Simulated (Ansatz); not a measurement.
# InH3 (SMILES [InH3]): PBE0/def2-TZVP (core potential)

What is the energy change on altering one bond length of InH3 at PBE0/def2-TZVP (core potential)? 

Program for the calculation: Ansatz 0.2.0.

32 further runs of the same task are left out: 3 that didn't finish, 29 set aside as unsound or not needed.

**1. The molecule**

InH3 has 4 atoms, charge 0, and is taken as a singlet. As SMILES, `[InH3]`. The coordinates come from a PBE0-D4/def2-TZVP relaxation.

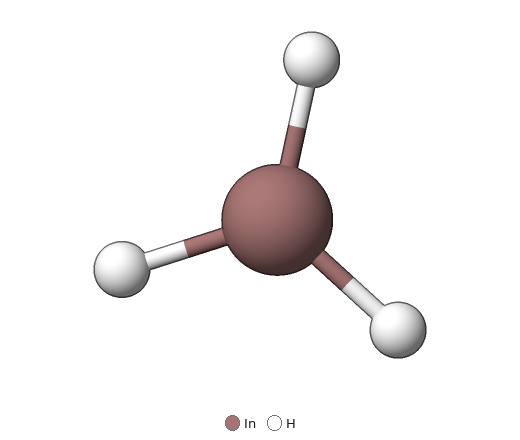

Viewed from a chosen angle; indium brown, hydrogen white.

**2. The energy at PBE0/def2-TZVP (core potential)**

Input file job.yaml:

```yaml
crystal:
  periodic: [false, false, false]
  atoms:
    - {symbol: In, position_ang: [0.013900, -0.015100, -0.005100]}
    - {symbol: H, position_ang: [0.415500, 1.516000, 0.678200]}
    - {symbol: H, position_ang: [-1.095600, -0.107300, -1.321400]}
    - {symbol: H, position_ang: [0.721800, -1.454000, 0.628000]}
basis:
  gaussian:
    orbitals: def2-TZVP
total_charge: 0
hamiltonian:
  xc: pbe0
accuracy: high
output: {orbitals: {seedname: orbitals}}
```

Run with:

```
$ ansatz run job.yaml --threads 1 --pin off --max-ram 3480MiB --events-out events.jsonl --progress --plain --runs-dir runs
```

What it wrote:

```text
Warning: RAYON_NUM_THREADS=1 ignored (pool sized by the plan → 1); use --threads N
Functional definition: PBE0
  name "PBE0"
  parameter a = 0.25
  parameter kappa = 0.804
  parameter beta = 0.06672455060314922
  exchange = (1 - a)*pbe_x(kappa = kappa, mu = beta*pi^2/3) + a*exact_x
  correlation = pbe_c(beta = beta)
1334 factors; integrals over basis functions are off by at most 2.7e-9 eV
mean field evaluation 1: about -5220.9372 eV, gradient 1.4e1 eV
mean field evaluation 2: about -5221.3085 eV, gradient 9.1e0 eV
mean field evaluation 4: about -5221.4629 eV, gradient 1.3e-1 eV
mean field evaluation 8: about -5221.4622 eV, gradient 1.3e-3 eV
mean field evaluation 16: about -5221.4622 eV, gradient 9.5e-8 eV
mean field -5221.46219821 eV, -191.8851965502 hartree, gradient 9.5e-8 eV, S^2 0.000000; 0 other end points of the search recorded, 0 dependent functions left out
reference -5221.46220177 eV, -191.8851966808 hartree; 12, 12 occupied and 56, 56 virtual orbitals, 1334 factors
Total energy: -5221.46220177 eV, -191.8851966808 hartree
```

Wall time 3.3 s (1 thread of Arm Neoverse V2, shared host); peak memory 0.16 GiB.

**3. The distorted shape at the same level**

Input file job.yaml:

```yaml
crystal:
  periodic: [false, false, false]
  atoms:
    - {symbol: In, position_ang: [-0.552419, 1.136018, -0.511579]}
    - {symbol: H, position_ang: [-0.150819, 2.667118, 0.171721]}
    - {symbol: H, position_ang: [-1.661919, 1.043818, -1.827879]}
    - {symbol: H, position_ang: [0.721800, -1.454000, 0.628000]}
basis:
  gaussian:
    orbitals: def2-TZVP
hamiltonian:
  xc: pbe0
accuracy: high
output: {orbitals: {seedname: orbitals}}
```

Run with:

```
$ ansatz run job.yaml --threads 1 --pin off --max-ram 3480MiB --events-out events.jsonl --progress --plain --runs-dir runs
```

What it wrote, shortened:

```text
Warning: RAYON_NUM_THREADS=1 ignored (pool sized by the plan → 1); use --threads N
[... 7 set-up lines as earlier in the session ...]
1303 factors; integrals over basis functions are off by at most 2.7e-9 eV
mean field evaluation 1: about -5217.1458 eV, gradient 1.8e1 eV
mean field evaluation 2: about -5213.2719 eV, gradient 2.7e1 eV
mean field evaluation 4: about -5218.6209 eV, gradient 1.9e0 eV
mean field evaluation 8: about -5218.6367 eV, gradient 4.5e-2 eV
mean field evaluation 16: about -5218.6367 eV, gradient 7.5e-7 eV
mean field -5218.63671124 eV, -191.7813618191 hartree, gradient 2.6e-8 eV, S^2 0.000000; 0 other end points of the search recorded, 0 dependent functions left out
reference -5218.63671475 eV, -191.7813619482 hartree; 12, 12 occupied and 56, 56 virtual orbitals, 1303 factors
Total energy: -5218.63671475 eV, -191.7813619482 hartree
```

Run time: 3.3 s. Hardware: 1 thread of Arm Neoverse V2, shared host; peak memory 0.16 GiB.

**4. Results**

At PBE0/def2-TZVP (core potential):

| quantity | value |
| --- | --- |
| first shape: total energy | -191.88520 Eh |
| first shape: HOMO energy | -8.17 eV |
| first shape: LUMO energy | -1.90 eV |
| first shape: HOMO–LUMO gap | 6.28 eV |
| distorted shape: total energy | -191.78136 Eh |
| distorted shape: HOMO energy | -6.28 eV |
| distorted shape: LUMO energy | -2.89 eV |
| distorted shape: HOMO–LUMO gap | 3.39 eV |
| energy change with the In1–H4 bond stretched from 1.724 to 3.103 Å | 2.825 eV |

**Reading.** One bond (distorted shape) is far stretched, which a spin-restricted single reference describes badly; a broken-symmetry solution may lie lower. With the In1–H4 bond stretched from 1.724 to 3.103 Å the energy rises by 2.83 eV (273 kJ/mol). A restricted reference can't describe the breaking bond well at this length.
